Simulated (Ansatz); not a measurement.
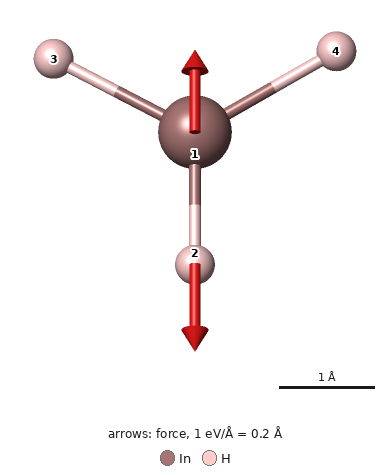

Starting geometry of InH3 with the computed forces as red arrows. Style: ball-and-stick. Shown at a tilt.

Level of theory: RKS PBE0-D4/def2-TZVP (Ansatz 0.2.0).

Input file:
```yaml
crystal:
  periodic: [false, false, false]
  atoms:
    - {symbol: In, position_ang: [0.013866, -0.015080, -0.005056]}
    - {symbol: H, position_ang: [0.359314, 1.301942, 0.582658]}
    - {symbol: H, position_ang: [-1.095589, -0.107258, -1.321445]}
    - {symbol: H, position_ang: [0.721766, -1.453951, 0.628025]}
basis:
  gaussian: {orbitals: def2-TZVP}
hamiltonian: {xc: pbe0, dispersion: d4}
relax: {f_tol: 0.005, max_steps: 200, constraints: [{distance: [0, 1]}]}
```

Run as
```bash
ansatz run in.yaml --threads 2 --pin off --events-out ev --progress --plain --max-ram 4352MiB
```

Q: Is this structure relaxed? If not, where do the atoms go?

A: It isn't relaxed: the largest force vector, on H2, is 4.87 eV/Å. The final displacements have little in common with the starting forces (cosine between the two patterns 0.03). The energy falls by 1.02 kJ/mol in 4 geometry steps. The largest force component goes from 0.12 to 0.0017 eV/Å. The largest moves after the best rigid fit, 0.054 Å, are those of H3 and H4. By element the largest moves are H 0.054 Å, In 0.037 Å. Near-neighbour distances that change, for instance: In1–H3 1.724 → 1.730 Å. Among the angles between lasting bonds that change: H3–In1–H4 120.0° → 114.4°, H2–In1–H3 120.0° → 122.8°.
